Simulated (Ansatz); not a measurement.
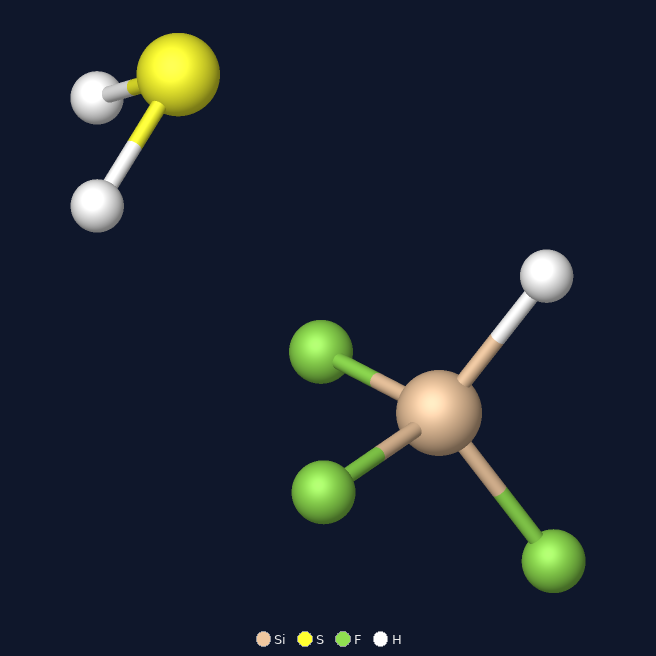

Sticks follow a distance rule. Harmonic vibrations computed with RKS PBE0-D4/def2-TZVP (Ansatz 0.2.0) at a stationary point of the same level.

> Is this a minimum or a saddle point?

A minimum: no imaginary frequency, and the lowest mode lies at 52 cm⁻¹.

> How many vibrational modes are there, and where do they lie?

18 modes: 52, 62, 66, 67, 165, 183, 304, 304, 415, 821, 833, 852, 983, 993, 1209, 2378, 2723, 2738 cm⁻¹.
